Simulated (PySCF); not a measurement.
C₃H₅B, SMILES C#CCB, singlet at its PBE/def2-SVP optimised geometry (Å):

```
9

B      1.6539     0.8136    -1.2376
C      0.8879     0.2207     0.0000
C     -0.5682     0.2207     0.0000
C     -1.7911     0.2294    -0.0152
H      1.0794     1.2693    -2.2063
H      2.8715     0.8054    -1.2068
H      1.2919     0.7510     0.8988
H      1.2915    -0.8136     0.1420
H     -2.8715     0.2377    -0.0317
```

Computed with PBE/def2-TZVP run with PySCF. Cells within 0.4 Å of a nucleus heavier than hydrogen are left out (blank, or x).

Map of the Laplacian of the electron density (e/bohr⁵), clipped to [-1.50, 1.50] on the plane z = 0.0 Å:

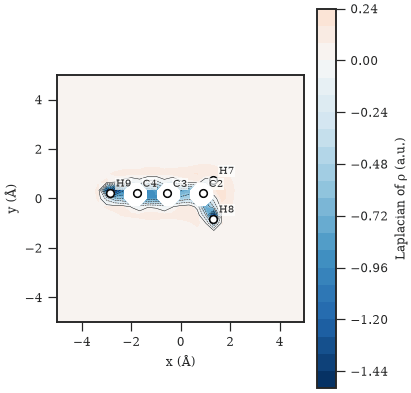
Laplacian of the electron density (e/bohr⁵), clipped to [-1.50, 1.50] on the plane z = 0.0 Å.
